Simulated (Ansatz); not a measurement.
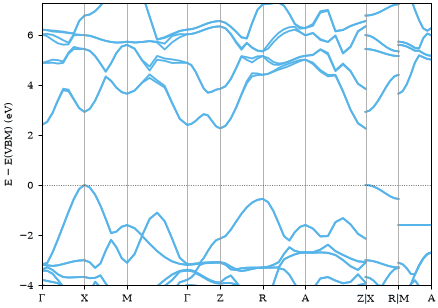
Figure. Band structure from r²SCAN+D4 with spin–orbit coupling in the plane-wave PAW code Ansatz

Q: Read off the gap and where the band edges lie.

A: About 2.3 eV (2.26 eV by a search for the band edges); maximum at X, minimum at Z.

The material is SiGeO3 in space group P4mm (No. 99; Si on 1b, Ge on 1a, O on 2c, O on 1b).

The start of the workflow was typed in or built on a structure type; neither database checked (COD, Materials Project) lists it. Whether it is the stable phase at ambient conditions was not checked. The cell was relaxed with r²SCAN+D4 under the symmetry of its start; whether a distortion lowers the energy is not shown.

Potentials: the later of the program's two PAW sets.
